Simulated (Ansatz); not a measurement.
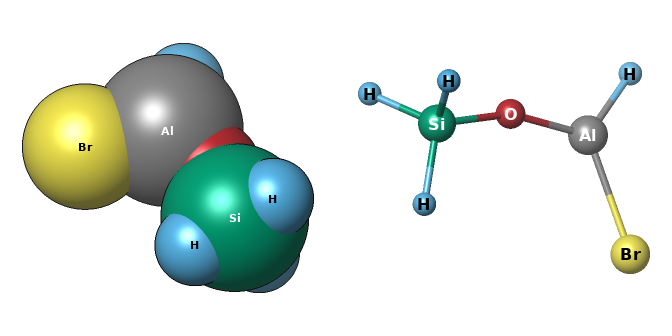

Two views of one molecule.

The geometry was computed by an optimisation with PBE0-D4/def2-TZVP.

What is the molecular formula?

AlBrH₄OSi, 8 atoms: 1 aluminium, 1 bromine, 4 hydrogen, 1 oxygen and 1 silicon.

Name some functional groups or characteristic bonds that it holds.

Among them: Si–H bond, Si–O bond.

What is its SMILES?

[SiH3][O][AlH][Br]

How many bonds of each kind are drawn?

3 Si–H, 1 O–Si, 1 Al–O, 1 Al–Br, 1 Al–H.

The parts below concern this one geometry. Atoms keep their numbers from picture to picture.

## Levels of theory compared

Program: Ansatz 0.2.0.

Tabulate dipole (D), HOMO–LUMO gap (eV) at these levels: B3LYP-D4/def2-TZVPP; PBE-D4/def2-TZVPP; r2SCAN-D4/def2-TZVPP; ωB97M-V/def2-TZVPP.

| level | dipole (D) | HOMO–LUMO gap (eV) |
| --- | --- | --- |
| B3LYP-D4/def2-TZVPP | 0.85 | 7.07 |
| PBE-D4/def2-TZVPP | 0.78 | 5.48 |
| r2SCAN-D4/def2-TZVPP | 0.83 | 6.17 |
| ωB97M-V/def2-TZVPP | 0.88 | 11.40 |

## Vibrations

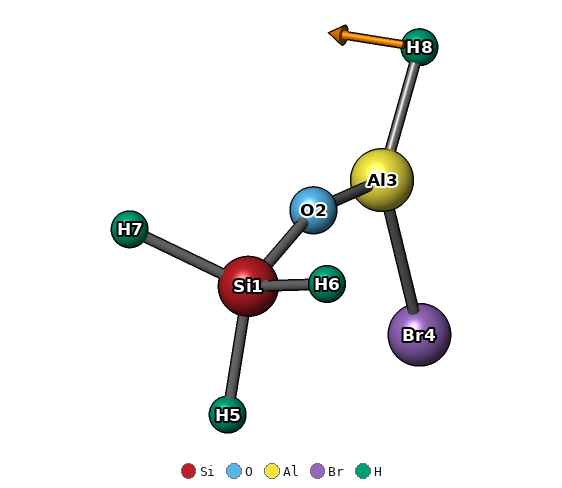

The arrows show one normal mode. Harmonic vibrations computed with RKS PBE0-D4/def2-TZVP (Ansatz 0.2.0) at a stationary point of the same level.

Describe the motion.

A torsion or out-of-plane motion in which bond lengths and bond angles hardly change.

Estimate its harmonic wavenumber.

461 cm⁻¹; it is mode 6 of 18 counted from the lowest.

## Charges

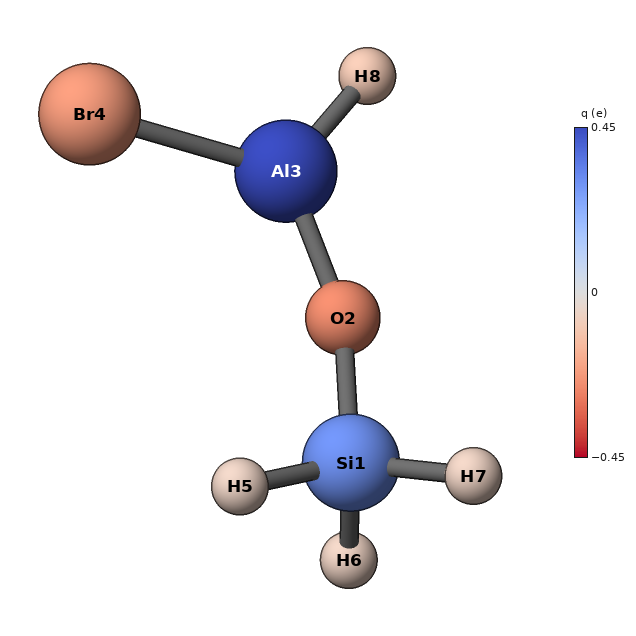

Atoms are coloured by their Mulliken charges. Method: RKS PBE-D4/def2-TZVPP (Ansatz 0.2.0).

Which atom carries the highest charge (most positive or least negative)?

Al3 (0.45 e).

And the lowest?

O2 (−0.25 e).

Give the Mulliken charges atom by atom.

```tsv
atom	value (e)
Si1	0.30
O2	−0.25
Al3	0.45
Br4	−0.22
H5	−0.06
H6	−0.06
H7	−0.06
H8	−0.09
```

Mulliken values depend strongly on the basis set and can even reverse the polarity of a bond.
